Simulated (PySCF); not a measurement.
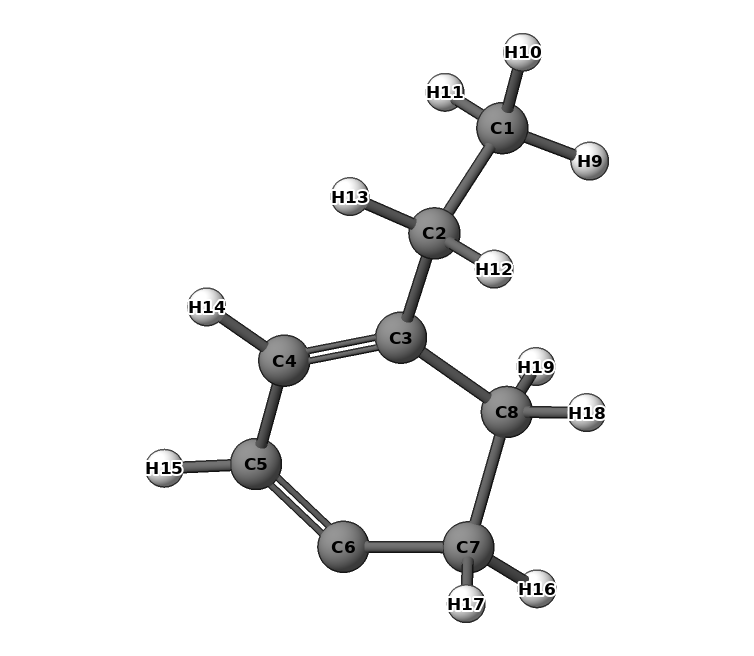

The questions are on Mulliken spin populations. State: neutral, doublet. The computed structure is the end point of a GFN2-xTB optimisation. No frequency run is at hand to confirm it as a minimum. Properties computed with UKS B3LYP, pcH-1 on C H, non-relativistic (PySCF 2.14.0).

List the Mulliken spin populations.

| atom | value (e) |
| --- | --- |
| C1 | 0.00 |
| C2 | 0.01 |
| C3 | −0.06 |
| C4 | 0.10 |
| C5 | −0.14 |
| C6 | 1.02 |
| C7 | −0.03 |
| C8 | 0.06 |
| H9 | 0.00 |
| H10 | 0.00 |
| H11 | 0.00 |
| H12 | 0.00 |
| H13 | 0.00 |
| H14 | 0.01 |
| H15 | 0.03 |
| H16 | 0.02 |
| H17 | 0.01 |
| H18 | 0.01 |
| H19 | −0.01 |

Mulliken values depend strongly on the basis set.
